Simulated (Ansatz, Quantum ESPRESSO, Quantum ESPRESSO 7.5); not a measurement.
# Tuning the work function of Al(100)

Wanted: work-function changes of Al(100) along a row of adsorbates.

Calculated with Quantum ESPRESSO 7.5; plane-wave DFT, PBEsol, GBRV ultrasoft pseudopotentials (geometry by Ansatz 0.2.0 with PAW datasets; geometry under PBE).

**What experiment says.**

For Al (clean (100) face), “Properties of real metallic surfaces: Effects of density functional semilocality and van der Waals nonlocality” (2017, arxiv:1702.08515) quotes earlier work: work function (clean (100) face) 4.32 eV.

Report form: the programs' logs are mostly left out.

### 1. Set-up

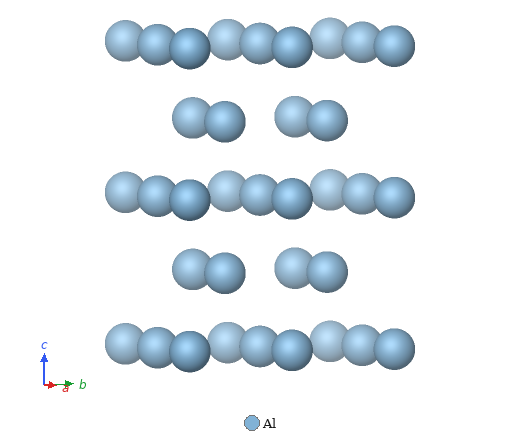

Start, viewed from the side, with the c axis up; aluminium light blue. 2×2×1 cells are drawn. Some periodic images of atoms are drawn too.

The cell holds 5 atoms: 5 Al. Cell: a = 2.864 Å, b = 2.864 Å, c = 24.100 Å, α = 90.0°, β = 90.0°, γ = 90.0°. It derives from Al. Vacuum lies along c.

This is the clean slab. Each overlayer is one atom a surface cell, set on the hollow site and held there by symmetry.

### 2. Geometry from Ansatz, clean face

The geometry comes first, from a plane-wave PAW code, so that the later runs on this slab share one structure.

File input.yaml:

```yaml
crystal:
  lattice:
    - [2.8637824638, 0.0, 0.0]
    - [0.0, 2.8637824638, 0.0]
    - [0.0, 0.0, 24.1]
  atoms:
    - { symbol: Al, position: [0.0, 0.0, 0.3319502075] }
    - { symbol: Al, position: [0.5, 0.5, 0.4159751037] }
    - { symbol: Al, position: [0.0, 0.0, 0.5] }
    - { symbol: Al, position: [0.5, 0.5, 0.5840248963] }
    - { symbol: Al, position: [0.0, 0.0, 0.6680497925] }
kpoints:
  mp_grid: { grid: [8, 8, 1] }
hamiltonian:
  xc: pbe
scf:
  occupations: { method: fermi_dirac, width: 0.1 }
  convergence: { dr2_threshold: 1.0e-08 }
efield:
  axis: 3
  dipole_correction: true
  ramp_position: 0.97
  ramp_width: 0.04
relax:
  f_tol: 0.01
  constraints: [{ sites: [0, 1, 2] }]
output:
  write_potential: true
  write_density: true
  volumetric_format: npy
```

Launch:

```bash
$ ansatz run input.yaml --threads 2 --pin off --max-ram 4096MiB --backend cpu --events-out ev --progress --plain --runs-dir out
```

Wall time 2.5 s (2 threads of Intel Xeon 6975P-C (Granite Rapids), shared host); peak memory 0.42 GiB.

Step by step:

| step | energy less that of the first step (eV) | largest force component (eV/Å) |
| --- | --- | --- |
| 1 | 0.0000 | 0.0184 |
| 2 | 0.0000 | 0.0038 |

 Held were the atoms numbered 1, 2 and 3; the forces quoted are those on the free ones.

Numbers from this step:

```
free energy                     : -2686.5688 eV
energy at zero smearing         : -2686.5259 eV
smearing term TS                : 0.08576 eV
Fermi energy                    : 0.9340 eV
symmetry operations             : 8
work function of the upper face : 4.221 eV
work function of the lower face : 4.223 eV
dipole along the normal         : 7.91e-5 e·Å
```

### 3. SCF with pw.x, clean face

The effective screening medium with bc1 puts vacuum on both sides and removes the images along the normal. The slab must sit about z = 0, symmetry is kept, and the .esm1 file holds the planar potential.

Level of this step: plane-wave DFT, PBEsol, GBRV ultrasoft pseudopotentials (Quantum ESPRESSO 7.5).

File clean.esm.in:

```
&control
  prefix = 'clean.esm'
  outdir = './out'
  pseudo_dir = './pseudo'
  calculation = 'scf'
  tprnfor = .true.
/
&system
  ibrav = 0
  nat = 5
  ntyp = 1
  ecutwfc = 40
  ecutrho = 200
  occupations = 'smearing'
  smearing = 'mv'
  degauss = 0.02
  assume_isolated = 'esm'
  esm_bc = 'bc1'
/
&electrons
  conv_thr = 1e-07
  mixing_beta = 0.4
  electron_maxstep = 120
  mixing_mode = 'local-TF'
/
ATOMIC_SPECIES
  Al  26.9815  al_pbesol_v1.uspp.F.UPF
CELL_PARAMETERS angstrom
  2.86378246380000 0.00000000000000 0.00000000000000
  0.00000000000000 2.86378246380000 0.00000000000000
  0.00000000000000 0.00000000000000 24.10000000000000
ATOMIC_POSITIONS crystal
  Al  0.000000000000 0.000000000000 -0.168027084090
  Al  0.500000000000 0.500000000000 -0.084002187890
  Al  0.000000000000 0.000000000000 0.000022708410
  Al  0.500000000000 0.500000000000 0.083837658866
  Al  0.000000000000 0.000000000000 0.168027084090
K_POINTS automatic
  8 8 1 0 0 0
```

Launch:

```bash
$ OMP_NUM_THREADS=1 mpirun -n 2 pw.x -nk 2 -in clean.esm.in > clean.esm.out
```

Elapsed: 22 s, on 2 MPI ranks; peak memory 0.24 GiB.

This step gave:

```
free energy                                                    : -452.2257 eV
Fermi energy                                                   : -4.245 eV
vacuum line at the lower end of the cell, over the Fermi level : 4.246 eV
vacuum line at the upper end of the cell, over the Fermi level : 4.245 eV
```

The potential energy, planar mean oscillates, so the rows of the table below give means over windows of 2.01 Å about each position, cut where the curve ends. Its maxima inside the range that stand out by 2 % of the span (Å: eV): -3.0: -2.01, -1.0: -2.00, 1.0: -2.04, 3.0: -1.98. Its minima: -4.0: -11.5, -2.0: -11.7, 0.0: -11.6, 2.0: -11.7, 4.0: -11.5.

Electrostatic potential energy of an electron; zero at the Fermi level. Table of potential energy, planar mean by z; means over each step:

```csv
z (Å),"potential energy, planar mean (eV)"
-11.05,4.25
-9.04,4.25
-7.03,4.18
-5.02,-1.86
-3.01,-6.60
-1.00,-6.61
1.01,-6.64
3.02,-6.57
5.03,-1.71
7.04,4.18
9.05,4.24
11.06,4.25
```

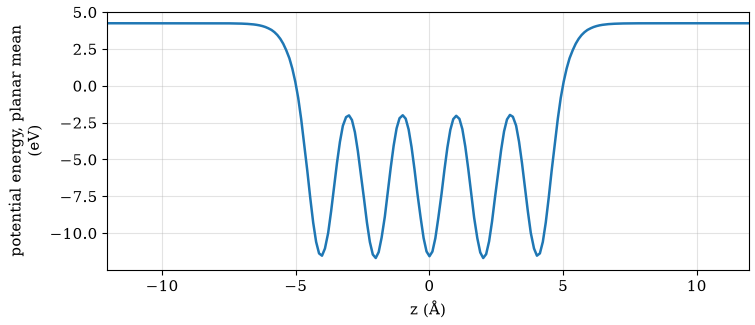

Potential energy, planar mean, plotted against z.

The vacuum levels are read from the outermost 0.7 Å of the cell on either side.

The run needed 21 iterations to bring the estimated error under 1e-07 Ry; the largest force on any atom, held or free, is 0.08 eV/Å.

Inside the slab this potential holds the local part of the pseudopotentials, which can be repulsive at the nuclei; only its value in the vacuum has a meaning of its own.

### 4. Projections on atomic orbitals, clean face

Projections on atomic orbitals tell which layers and orbitals hold the states near the zero of energy.

File clean.pdos.in:

```
&projwfc
  prefix = 'clean.esm'
  outdir = './out'
  filpdos = 'clean.pdos'
  Emin = -12.245
  Emax = -0.245
  DeltaE = 0.1
  ngauss = 0
  degauss = 0.01
/
```

Launch:

```bash
$ OMP_NUM_THREADS=1 mpirun -n 2 projwfc.x -in clean.pdos.in > clean.pdos.out
```

Elapsed: 1.2 s, on 2 MPI ranks; peak memory 0.09 GiB; 1.9 s of CPU time.

Numbers from this step:

- spilling of the projection: 0.0147

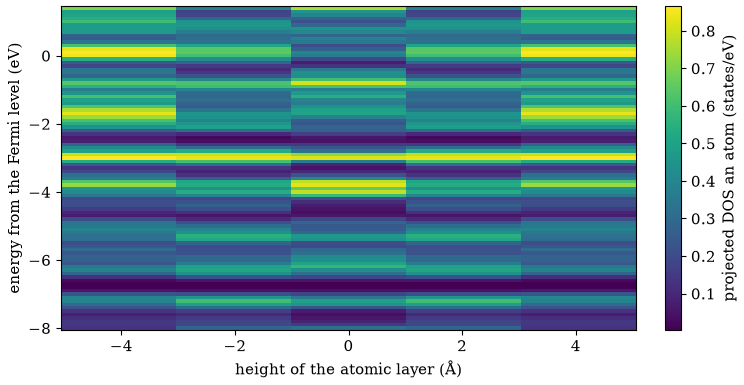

Projected DOS an atom over height of the atomic layer and energy from the Fermi level. Columns are the atomic layers from the bottom up.

The atomic orbitals miss 1.5 % of the occupied states; for empty states the projections can miss much more.

### 5. Relaxation with Ansatz, N overlayer

Level of this step: plane-wave DFT, PBE, Ansatz PAW (Ansatz 0.2.0).

System of this step: Al(100), 5 layers, one monolayer of N on hollow sites. The cell holds 6 atoms: 5 Al and 1 N. Its edges and angles: a = 2.864 Å, b = 2.864 Å, c = 27.100 Å, α = 90.0°, β = 90.0°, γ = 90.0°. It derives from Al. Vacuum lies along c.

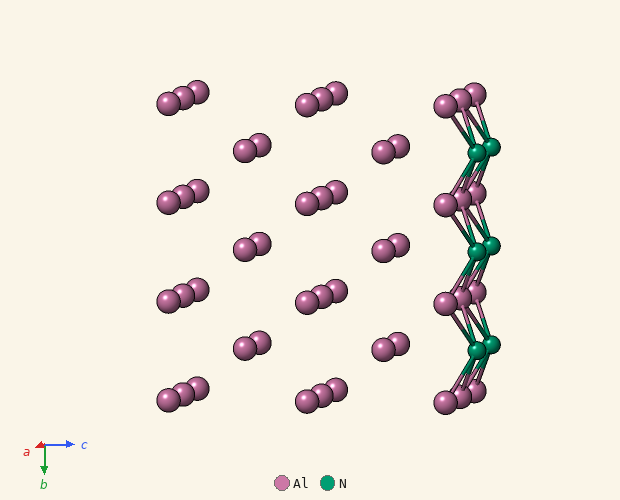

The cell of this step (aluminium pink, nitrogen teal). 2×3×1 cells are drawn. Some periodic images of atoms are drawn too.

input.yaml, the sections that differ from step 2:

```yaml
crystal:
  lattice:
    - [2.8637824638, 0.0, 0.0]
    - [0.0, 2.8637824638, 0.0]
    - [0.0, 0.0, 27.1]
  atoms:
    - { symbol: Al, position: [0.0, 0.0, 0.3062730627] }
    - { symbol: Al, position: [0.5, 0.5, 0.38099631] }
    - { symbol: Al, position: [0.0, 0.0, 0.4557195572] }
    - { symbol: Al, position: [0.5, 0.5, 0.5304428044] }
    - { symbol: Al, position: [0.0, 0.0, 0.6051660517] }
    - { symbol: "N", position: [0.5, 0.5, 0.6312585528] }
# kpoints, hamiltonian, scf, efield, relax, output: as in step 2
```

Launch:

```bash
$ ansatz run input.yaml --threads 2 --pin off --max-ram 4096MiB --backend cpu --events-out ev --progress --plain --runs-dir out
```

Run time: 7.6 s. Hardware: 2 threads; peak memory 0.45 GiB; 14 s of CPU time.

Step by step:

```
step  energy less that of the first step (eV)  largest force component (eV/Å)
   1                                   0.0000                          3.7734
   2                                  -1.0752                          1.9236
   3                                  -1.3187                          0.0962
   4                                  -1.3245                          0.0550
   5                                  -1.3249                          0.0051
```

Forces are held to the 8 operations that the run works with; a distortion that breaks them can't arise in this run.

The atoms that moved most (Å):

| atom | dx | dy | dz | length |
| --- | --- | --- | --- | --- |
| N6 | 0.000 | 0.000 | -0.489 | 0.489 |
| Al5 | 0.000 | 0.000 | 0.125 | 0.125 |
| Al4 | 0.000 | 0.000 | 0.041 | 0.041 |

The relaxed structure:

```xyz
6
Lattice="2.8638 0.0000 0.0000 0.0000 2.8638 0.0000 0.0000 0.0000 27.1000" Properties=species:S:1:pos:R:3
Al    0.0000    0.0000    8.3000
Al    1.4319    1.4319   10.3250
Al    0.0000    0.0000   12.3500
Al    1.4319    1.4319   14.4159
Al    0.0000    0.0000   16.5251
N     1.4319    1.4319   16.6180
```

The relaxation lowers the energy by 221 meV an atom. Held were the atoms numbered 1, 2 and 3; the forces quoted are those on the free ones.

Read from the output:

- free energy: -3071.9699 eV
- energy at zero smearing: -3071.9452 eV
- smearing term TS: 0.04925 eV
- Fermi energy: 1.078 eV
- work function of the upper face: 3.090 eV
- work function of the lower face: 4.385 eV
- dipole along the normal: 0.05869 e·Å

### 6. SCF with pw.x, N overlayer

Level of this step: plane-wave DFT, PBEsol, GBRV ultrasoft pseudopotentials (Quantum ESPRESSO 7.5).

File N.esm.in:

```
&control
  prefix = 'N.esm'
  outdir = './out'
  pseudo_dir = './pseudo'
  calculation = 'scf'
  tprnfor = .true.
/
&system
  ibrav = 0
  nat = 6
  ntyp = 2
  ecutwfc = 40
  ecutrho = 200
  occupations = 'smearing'
  smearing = 'mv'
  degauss = 0.02
  assume_isolated = 'esm'
  esm_bc = 'bc1'
/
&electrons
  conv_thr = 1e-07
  mixing_beta = 0.4
  electron_maxstep = 120
  mixing_mode = 'local-TF'
/
ATOMIC_SPECIES
  Al  26.9815  al_pbesol_v1.uspp.F.UPF
  N   14.0070  n_pbesol_v1.2.uspp.F.UPF
CELL_PARAMETERS angstrom
  2.86378246380000 0.00000000000000 0.00000000000000
  0.00000000000000 2.86378246380000 0.00000000000000
  0.00000000000000 0.00000000000000 27.10000000000000
ATOMIC_POSITIONS crystal
  Al  0.000000000000 0.000000000000 -0.153469268413
  Al  0.500000000000 0.500000000000 -0.078746021113
  Al  0.000000000000 0.000000000000 -0.004022773913
  Al  0.500000000000 0.500000000000 0.072211050560
  Al  -0.000000000000 0.000000000000 0.150040472944
  N   0.500000000000 0.500000000000 0.153469268413
K_POINTS automatic
  8 8 1 0 0 0
```

Launch:

```bash
$ OMP_NUM_THREADS=1 mpirun -n 2 pw.x -nk 2 -in N.esm.in > N.esm.out
```

Run time: 41 s. Hardware: 2 MPI ranks; peak memory 0.27 GiB.

Numbers from this step:

```
free energy                                                    : -727.2089 eV
Fermi energy                                                   : -3.844 eV
vacuum line at the lower end of the cell, over the Fermi level : 4.481 eV
vacuum line at the upper end of the cell, over the Fermi level : 3.207 eV
```

The potential energy, planar mean oscillates, so the rows of the table below give means over windows of 2.03 Å about each position, cut where the curve ends. Its maxima inside the range that stand out by 2 % of the span (Å: eV): -3.2: -1.88, -1.1: -1.69, 0.9: -1.59, 3.0: -1.97. Its minima: -4.2: -11.3, -2.1: -11.4, -0.1: -11.3, 1.9: -11.4, 4.2: -21.9.

Electrostatic potential energy of an electron; zero at the Fermi level. Potential energy, planar mean against z; means over each step:

```csv
z (Å),"potential energy, planar mean (eV)"
-12.54,4.48
-10.51,4.48
-8.48,4.48
-6.45,4.09
-4.42,-5.54
-2.39,-6.43
-0.36,-6.34
1.67,-6.42
3.70,-10.5
5.73,1.49
7.76,3.20
9.79,3.21
11.82,3.21
```

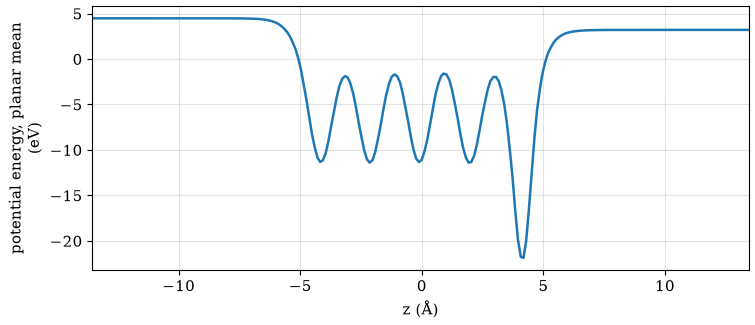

Potential energy, planar mean, plotted against z.

The covered face stands at 3.21 eV against 4.25 eV when clean.

Inside the slab this potential holds the local part of the pseudopotentials, which can be repulsive at the nuclei; only its value in the vacuum has a meaning of its own.

### 7. Projected density of states, N overlayer

File N.pdos.in:

```
&projwfc
  prefix = 'N.esm'
  outdir = './out'
  filpdos = 'N.pdos'
  Emin = -11.844
  Emax = 0.156
  DeltaE = 0.1
  ngauss = 0
  degauss = 0.01
/
```

Launch:

```bash
$ OMP_NUM_THREADS=1 mpirun -n 2 projwfc.x -in N.pdos.in > N.pdos.out
```

Elapsed: 1.5 s, on 2 MPI ranks; peak memory 0.1 GiB; 2.5 s of CPU time.

This step gave:

| Quantity | Value |
| --- | --- |
| spilling of the projection | 0.0139 |

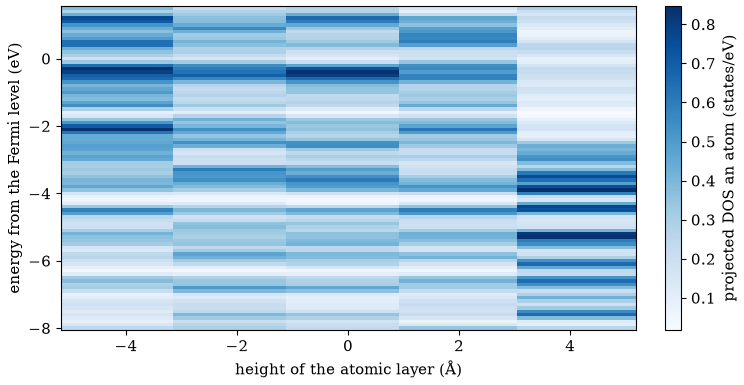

Projected DOS an atom over height of the atomic layer and energy from the Fermi level. Columns are the atomic layers from the bottom up.

The atomic orbitals miss 1.4 % of the occupied states; for empty states the projections can miss much more.

### 8. Geometry from Ansatz, P overlayer

Level of this step: plane-wave DFT, PBE, Ansatz PAW (Ansatz 0.2.0).

System of this step: Al(100), 5 layers, one monolayer of P on hollow sites. The cell holds 6 atoms: 5 Al and 1 P. Its edges and angles: a = 2.864 Å, b = 2.864 Å, c = 27.100 Å, α = 90.0°, β = 90.0°, γ = 90.0°. It derives from Al. Vacuum lies along c.

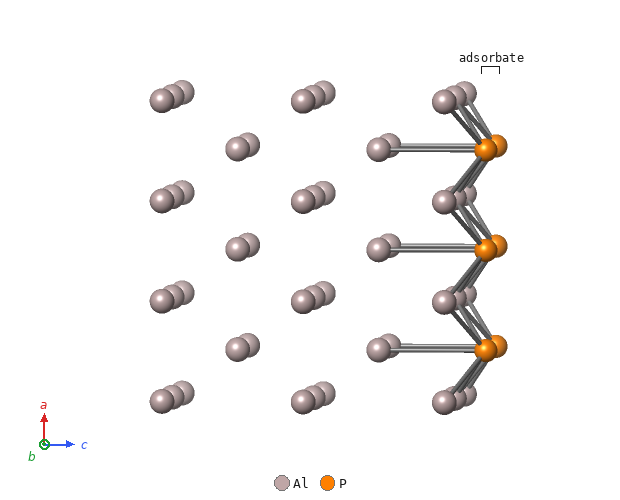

The cell of this step (aluminium light grey, phosphorus orange). 3×2×1 cells are drawn. Some periodic images of atoms are drawn too.

input.yaml, as its differences from the input of step 5:

```diff
@@ -11,3 +11,3 @@
     - { symbol: Al, position: [0.0, 0.0, 0.6051660517] }
-    - { symbol: "N", position: [0.5, 0.5, 0.6312585528] }
+    - { symbol: P, position: [0.5, 0.5, 0.6438283241] }
 kpoints:
```

Launch:

```bash
$ ansatz run input.yaml --threads 2 --pin off --max-ram 4096MiB --backend cpu --events-out ev --progress --plain --runs-dir out
```

The job ended after 8.2 s (2 threads; peak memory 0.45 GiB; 15 s of CPU time).

Relaxation path:

```
step  energy less that of the first step (eV)  largest force component (eV/Å)
   1                                   0.0000                          2.8788
   2                                  -0.4102                          1.7999
   3                                  -0.7033                          0.5838
   4                                  -0.7491                          0.0780
   5                                  -0.7511                          0.0068
```

Forces are held to the 8 operations that the run works with; a distortion that breaks them can't arise in this run.

The atoms that moved most (Å):

```
atom     dx     dy     dz  length
  P6  0.000  0.000  0.607   0.607
 Al5  0.000  0.000  0.039   0.039
 Al4  0.000  0.000  0.020   0.020
```

The relaxed structure:

```cif
data_structure
_symmetry_space_group_name_H-M 'P 1'
_symmetry_Int_Tables_number 1
_cell_length_a 2.8638
_cell_length_b 2.8638
_cell_length_c 27.1000
_cell_angle_alpha 90.000
_cell_angle_beta 90.000
_cell_angle_gamma 90.000
_cell_volume 222.25
loop_
_atom_site_label
_atom_site_type_symbol
_atom_site_fract_x
_atom_site_fract_y
_atom_site_fract_z
_atom_site_occupancy
Al1 Al 0.00000 0.00000 0.30627 1
Al2 Al 0.50000 0.50000 0.38100 1
Al3 Al 0.00000 0.00000 0.45572 1
Al4 Al 0.50000 0.50000 0.53119 1
Al5 Al 0.00000 0.00000 0.60659 1
P6 P 0.50000 0.50000 0.66624 1
```

The relaxation lowers the energy by 125 meV an atom. Held were the atoms numbered 1, 2 and 3; the forces quoted are those on the free ones.

This step gave:

| Property | Result |
| --- | --- |
| free energy | -3442.2133 eV |
| energy at zero smearing | -3442.1710 eV |
| smearing term TS | 0.08449 eV |
| Fermi energy | 1.069 eV |
| work function of the upper face | 5.001 eV |
| work function of the lower face | 4.261 eV |
| dipole along the normal | -0.03355 e·Å |

### 9. SCF with pw.x, P overlayer

Level of this step: plane-wave DFT, PBEsol, GBRV ultrasoft pseudopotentials (Quantum ESPRESSO 7.5).

File P.esm.in:

```
&control
  prefix = 'P.esm'
  outdir = './out'
  pseudo_dir = './pseudo'
  calculation = 'scf'
  tprnfor = .true.
/
&system
  ibrav = 0
  nat = 6
  ntyp = 2
  ecutwfc = 40
  ecutrho = 200
  occupations = 'smearing'
  smearing = 'mv'
  degauss = 0.02
  assume_isolated = 'esm'
  esm_bc = 'bc1'
/
&electrons
  conv_thr = 1e-07
  mixing_beta = 0.4
  electron_maxstep = 120
  mixing_mode = 'local-TF'
/
ATOMIC_SPECIES
  Al  26.9815  al_pbesol_v1.uspp.F.UPF
  P   30.9738  p_pbesol_v1.5.uspp.F.UPF
CELL_PARAMETERS angstrom
  2.86378246380000 0.00000000000000 0.00000000000000
  0.00000000000000 2.86378246380000 0.00000000000000
  0.00000000000000 0.00000000000000 27.10000000000000
ATOMIC_POSITIONS crystal
  Al  0.000000000000 0.000000000000 -0.179982733275
  Al  0.500000000000 0.500000000000 -0.105259485975
  Al  0.000000000000 0.000000000000 -0.030536238775
  Al  0.500000000000 0.500000000000 0.044936157757
  Al  0.000000000000 0.000000000000 0.120333324784
  P   0.500000000000 0.500000000000 0.179982733275
K_POINTS automatic
  8 8 1 0 0 0
```

Launch:

```bash
$ OMP_NUM_THREADS=1 mpirun -n 2 pw.x -nk 2 -in P.esm.in > P.esm.out
```

Wall time 42 s (2 MPI ranks); peak memory 0.44 GiB.

Read from the output:

```
free energy                                                    : -662.8335 eV
Fermi energy                                                   : -4.682 eV
vacuum line at the lower end of the cell, over the Fermi level : 4.314 eV
vacuum line at the upper end of the cell, over the Fermi level : 5.050 eV
```

The potential energy, planar mean oscillates, so the rows of the table below give means over windows of 2.03 Å about each position, cut where the curve ends. Its maxima inside the range that stand out by 2 % of the span (Å: eV): -3.8: -2.00, -1.8: -1.80, 0.2: -1.81, 2.3: -1.75, 4.1: -5.15. Its minima: -4.9: -11.4, -2.8: -11.6, -0.8: -11.4, 1.2: -11.6, 3.3: -11.8, 4.9: -15.7.

Electrostatic potential energy of an electron; zero at the Fermi level. Table of potential energy, planar mean by z; means over each step:

| z (Å) | potential energy, planar mean (eV) |
| --- | --- |
| -12.54 | 4.31 |
| -10.51 | 4.31 |
| -8.48 | 4.30 |
| -6.45 | 2.19 |
| -4.42 | -6.51 |
| -2.39 | -6.53 |
| -0.36 | -6.45 |
| 1.67 | -6.52 |
| 3.70 | -9.04 |
| 5.73 | -2.74 |
| 7.76 | 5.02 |
| 9.79 | 5.05 |
| 11.82 | 5.05 |

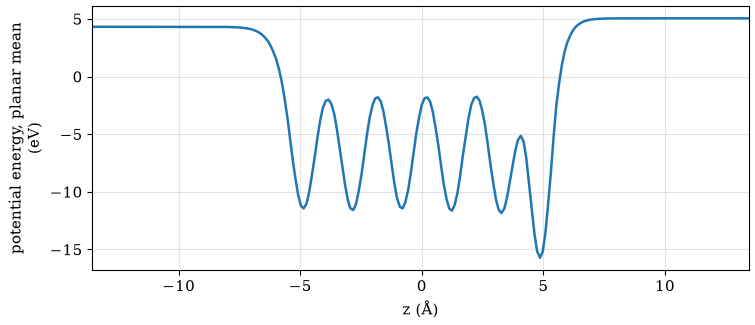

Potential energy, planar mean, plotted against z.

The covered face stands at 5.05 eV against 4.25 eV when clean.

Inside the slab this potential holds the local part of the pseudopotentials, which can be repulsive at the nuclei; only its value in the vacuum has a meaning of its own.

### 10. Projected density of states, P overlayer

File P.pdos.in:

```
&projwfc
  prefix = 'P.esm'
  outdir = './out'
  filpdos = 'P.pdos'
  Emin = -12.682
  Emax = -0.682
  DeltaE = 0.1
  ngauss = 0
  degauss = 0.01
/
```

Launch:

```bash
$ OMP_NUM_THREADS=1 mpirun -n 2 projwfc.x -in P.pdos.in > P.pdos.out
```

Run time: 1.7 s. Hardware: 2 MPI ranks; peak memory 0.14 GiB; 3 s of CPU time.

Read from the output:

| Quantity | Value |
| --- | --- |
| spilling of the projection | 0.0156 |

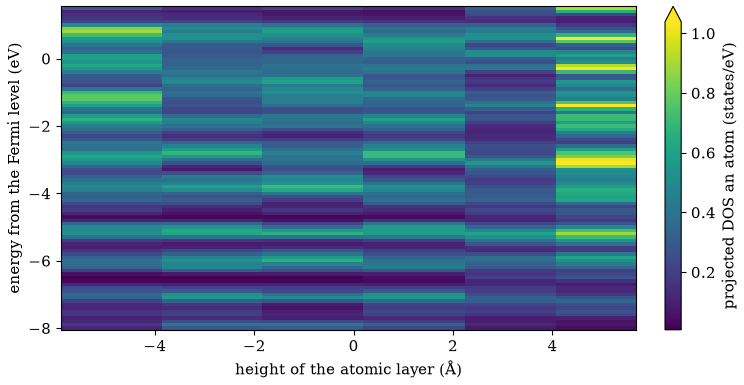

Projected DOS an atom over height of the atomic layer and energy from the Fermi level. Columns are the atomic layers from the bottom up.

The atomic orbitals miss 1.6 % of the occupied states; for empty states the projections can miss much more.

(Continued in part 2 of 2.)

[Logs are printed without paths, hosts, clocks, repeated set-up lines and the standing remarks that a program may print on its own settings, such as how far it seeks lower states.]

[Hosts, paths, dates, database ids (printed as entryN), source tags and the programs' standing remarks are cut or masked in the printed files.]

[Maps of the electrostatic potential energy from Ansatz leave out the sawtooth potential of an applied field or a dipole correction, so their vacuum need not be flat; planar profiles and work functions include it.]
